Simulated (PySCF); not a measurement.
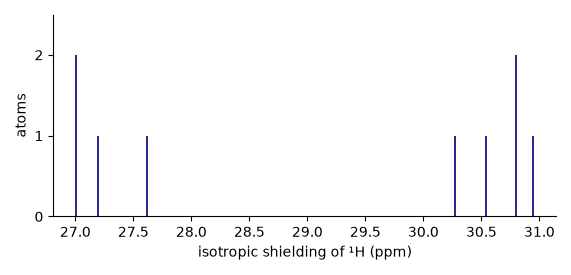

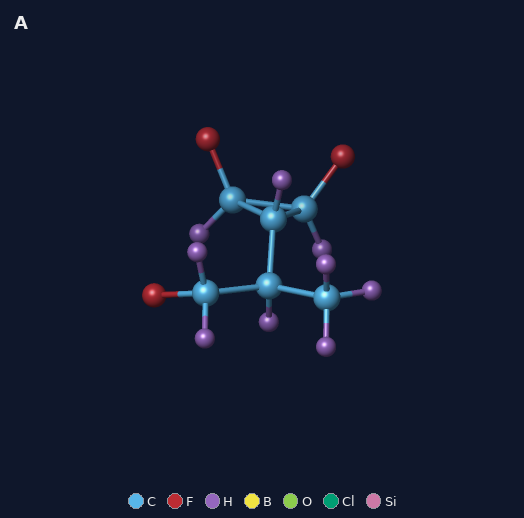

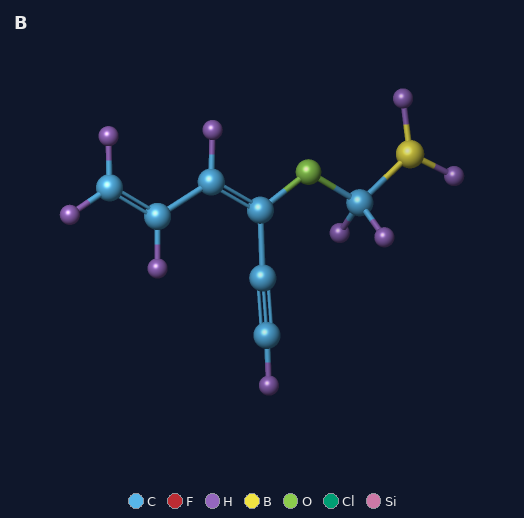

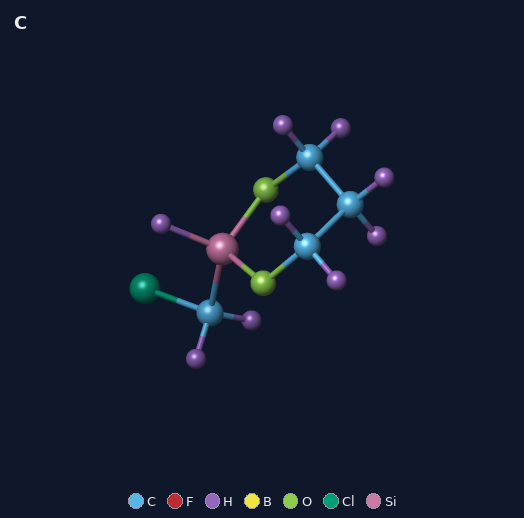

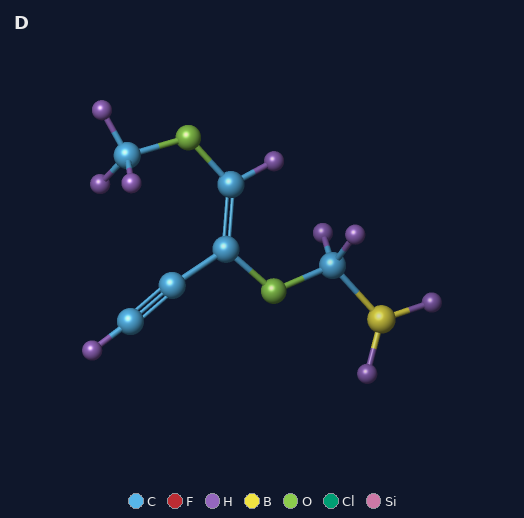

The sticks are computed shieldings of one of the molecules, for one fixed geometry (GFN2-xTB) without averaging over rotations. Low shielding means a high chemical shift. Method: GIAO PBE0/pcSseg-1 NMR shielding, non-relativistic, gas phase (PySCF 2.14.0).

**Which molecule gives this pattern?**

A, `C[C@@H](CF)[C@H]1[C@H](F)[C@@H]1F`. Its 9 H atoms give lines at 27.01 (2 atoms), 27.19, 27.62, 30.28, 30.54, 30.80 (2 atoms), 30.95 ppm.

The geometry is semi-empirical. Around B, Si such bond lengths and angles can be off by a tenth of an ångström or more and by several degrees, and values that hang on the shape move with them.
